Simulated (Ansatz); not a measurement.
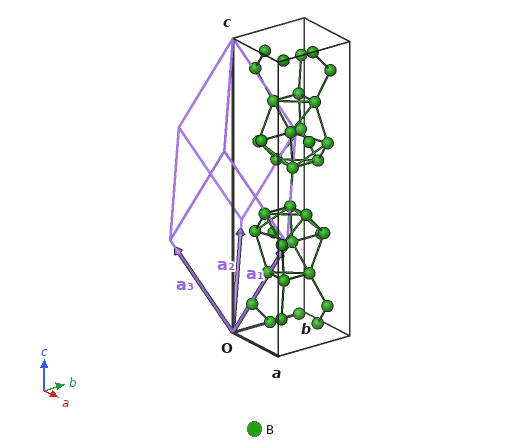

The conventional cell (thin) and a primitive cell (coloured, vectors a₁, a₂, a₃). Crystal: B, the input geometry of an electronic-structure calculation (not necessarily at equilibrium). All values are computed from the atomic coordinates in the standard setting (tolerance 0.002 Å).

a = 4.840 Å, b = 4.840 Å, c = 12.395 Å, α = 90.00°, β = 90.00°, γ = 120.00°.

### What is the centring, and how are the primitive vectors built?

R, rhombohedral (trigonal, hexagonal axes), with lattice points at (0, 0, 0), (2/3, 1/3, 1/3), (1/3, 2/3, 2/3). a₁ = 2/3 a + 1/3 b + 1/3 c; a₂ = −1/3 a + 1/3 b + 1/3 c; a₃ = −1/3 a − 2/3 b + 1/3 c.

### Give the primitive cell's size and content.

Edges 4.988, 4.988, 4.988 Å; angles 58.05°, 58.05°, 58.05°; volume 83.83 Å³, 1/3 of the conventional cell; 12 of its 36 atoms.
